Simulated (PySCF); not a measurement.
Sn(F)2(SiH3)2, H6F2Si2Sn, SMILES [F][Sn]([F])([SiH3])[SiH3], singlet at its PBE0/def2-SVP optimised geometry (Å):

```
11

F      0.5308     1.8676    -1.4668
Sn     0.0085     0.6987     0.0000
F      0.5225     1.7687     1.5433
Si    -2.5696     0.6987     0.0000
Si     1.6697    -1.2725    -0.0667
H     -3.0478    -0.0116     1.2220
H     -3.0537    -0.0127    -1.2192
H     -3.0324     2.1152     0.0000
H      3.0537    -0.7211    -0.0954
H      1.4640    -2.1152     1.1476
H      1.4020    -2.0830    -1.2911
```

Calculation: PySCF 2.14.0 with PBE0/def2-TZVP, def2 effective core potentials past Kr. The core electrons that the potentials of Sn replace are not part of the density.

Map of the electrostatic potential (hartree/e), clipped to [-0.08, 0.12] on the plane z = 0.8 Å:

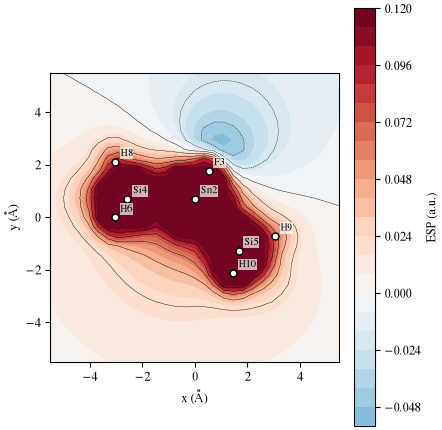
Figure. Electrostatic potential (hartree/e), clipped to [-0.08, 0.12] on the plane z = 0.8 Å.
